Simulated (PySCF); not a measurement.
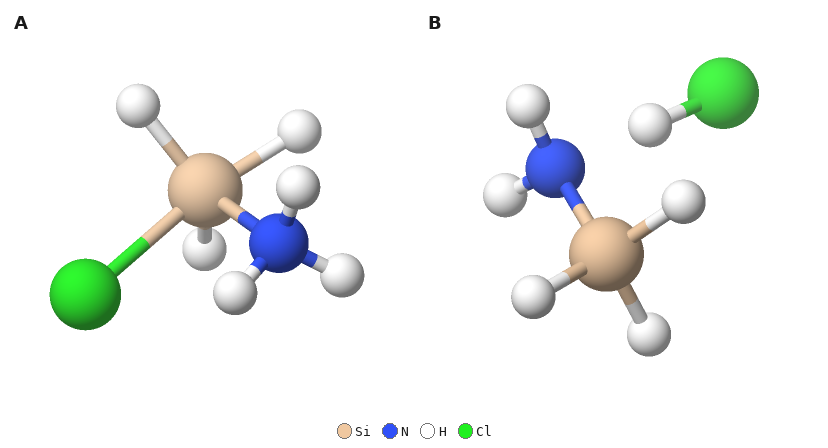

2 stationary structures of one formula. Geometries: PBE0-D4/def2-TZVP. Electronic energies: RHF-MP2 (frozen core)/def2-QZVPP (PySCF 2.14.0), without zero-point energy. No frequency run is at hand to confirm each as a minimum. Each is one conformer, not always the lowest.

> Rank them by energy, lowest first.

B is lowest; A lies 5.5 kcal/mol above it.

Give E(B) − E(A) in kcal/mol at these levels too: RHF-CCSD(T) (frozen core)/def2-SVP; RHF-MP2 (frozen core)/def2-QZVPP; SPW92 (LDA)/def2-TZVPP; RHF-CCSD(T) (frozen core)/def2-TZVPP; PBE-D4/def2-SVP; PBE0-D4/def2-SVP; RHF/STO-3G; PBE0-D4/def2-TZVP.

```json
{"level": "RHF-CCSD(T) (frozen core)/def2-SVP", "E(B) − E(A) (kcal/mol)": "−10.6"}
{"level": "RHF-MP2 (frozen core)/def2-QZVPP", "E(B) − E(A) (kcal/mol)": "−5.5"}
{"level": "SPW92 (LDA)/def2-TZVPP", "E(B) − E(A) (kcal/mol)": "−2.7"}
{"level": "RHF-CCSD(T) (frozen core)/def2-TZVPP", "E(B) − E(A) (kcal/mol)": "−7.0"}
{"level": "PBE-D4/def2-SVP", "E(B) − E(A) (kcal/mol)": "−6.2"}
{"level": "PBE0-D4/def2-SVP", "E(B) − E(A) (kcal/mol)": "−5.7"}
{"level": "RHF/STO-3G", "E(B) − E(A) (kcal/mol)": "−12.2"}
{"level": "PBE0-D4/def2-TZVP", "E(B) − E(A) (kcal/mol)": "−4.6"}
```
